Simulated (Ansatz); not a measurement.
Input file:

```
crystal:
  periodic: [false, false, false]
  atoms:
    - { symbol: Si, position_ang: [1.116742, 0.466285, -0.720927] }
    - { symbol: "N", position_ang: [1.919483, -1.073853, -0.361846] }
    - { symbol: O, position_ang: [-0.262506, 0.260226, -1.627885] }
    - { symbol: C, position_ang: [-1.405281, 1.043903, -1.511367] }
    - { symbol: H, position_ang: [2.162601, 1.282636, -1.431286] }
    - { symbol: H, position_ang: [0.662464, 1.164174, 0.542873] }
    - { symbol: H, position_ang: [0.760714, -1.116451, 1.65605] }
    - { symbol: Si, position_ang: [-0.562859, -0.743524, 2.127483] }
    - { symbol: H, position_ang: [1.326664, -1.849887, -0.051258] }
    - { symbol: H, position_ang: [2.627218, -1.385621, -1.036152] }
    - { symbol: H, position_ang: [-1.570242, 1.408916, -0.465094] }
    - { symbol: H, position_ang: [-1.373489, 1.938989, -2.178333] }
    - { symbol: H, position_ang: [-2.299627, 0.445267, -1.799265] }
    - { symbol: H, position_ang: [-1.140542, -1.835137, 2.990891] }
    - { symbol: H, position_ang: [-0.490821, 0.529009, 2.92489] }
    - { symbol: H, position_ang: [-1.470321, -0.534632, 0.941225] }
basis:
  gaussian: { orbitals: def2-SVP }
hamiltonian:
  xc: lda
relax:
  f_tol: 0.03
  max_steps: 50
output:
  orbitals: {}
```

Command:

```sh
ansatz run input.yaml --threads 4 --pin off --max-ram 5120MiB --backend cpu --events-out ev --progress --plain --runs-dir out
```

The fields are those of the run's last geometry, not of the input's.

These are results of RKS LDA/def2-SVP in Ansatz 0.2.0, not measurements.

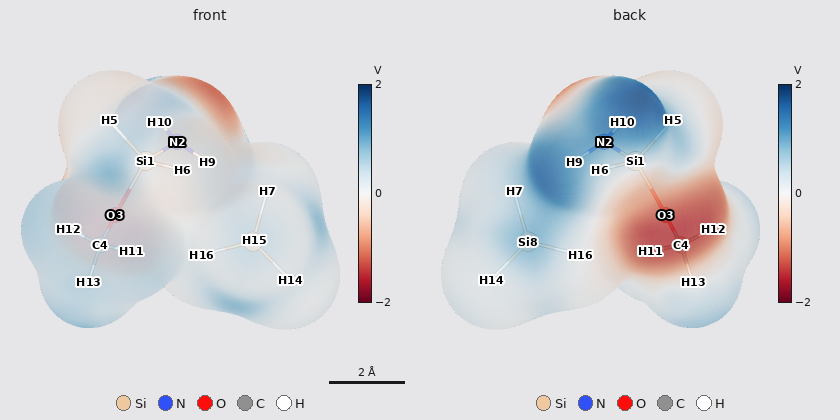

CH₇NOSi···SiH₄. The electrostatic potential painted on the density surface at 0.002 e/bohr³, seen from the front and from behind; red is negative and blue positive.

Describe the electrostatic potential map.

The most negative region (about −1.4 V) lies over O3, the most positive (about +1.7 V) over H10. O3 is the likeliest acceptor of a hydrogen bond.
